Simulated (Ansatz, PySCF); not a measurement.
CH4 (SMILES C) and C3H6 (SMILES C=CC) are pulled apart as rigid monomers along the line of their centres of mass, from the B3LYP-D3(BJ)/def2-TZVP minimum. Starting geometry (charge 0, multiplicity 1):
```xyz
14

C     -0.153     0.008     0.502
H     -1.190    -0.281     0.671
H      0.231    -0.519    -0.371
H     -0.102     1.082     0.326
H      0.442    -0.248     1.377
C      0.895    -1.010     4.321
C      0.509     0.257     4.387
C     -0.867     0.756     4.077
H      0.209    -1.797     4.027
H      1.909    -1.308     4.557
H      1.233     1.011     4.686
H     -0.844     1.482     3.260
H     -1.531    -0.060     3.789
H     -1.302     1.267     4.940
```

Interaction energies with rigid monomers; basis-set methods are counterpoise corrected unless marked otherwise.

Rows in 6-31G* carry no dispersion term and start afresh at each structure (6-31G* with six Cartesian d functions). MP2/6-31G* freezes PySCF's default core.

Run with Ansatz (Gaussian orbitals); PySCF for 6-31G* rows, the dispersion terms. 

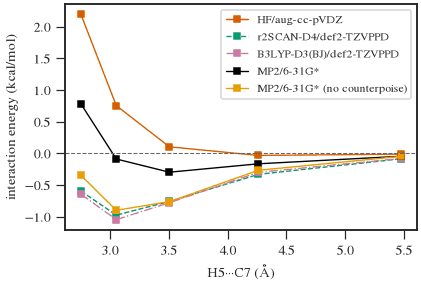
Interaction energy against separation

### Question
Which level binds most strongly at H5···C7 = 3.05, and by how much?

### Answer
B3LYP-D3(BJ)/def2-TZVPPD, -1.0 kcal/mol.

Ansatz is an electronic-structure program.
